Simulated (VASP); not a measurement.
Band structure of TiC (rock salt). Calculation: PBE GGA with D3 dispersion (zero damping), VASP's PBE PAW potentials (set 64) (plane waves; VASP).

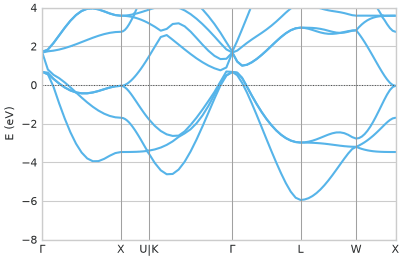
Figure: Bands along high-symmetry lines, zero at the valence-band maximum or, without a gap, the Fermi level

Problem. Read the plot: is there a gap, and where are the band edges?

Solution. It has no gap at this level: it comes out as a metal or semimetal. (Edges off the drawn lines would not show.)

The compound is TiC in the rock salt structure. It was relaxed first.
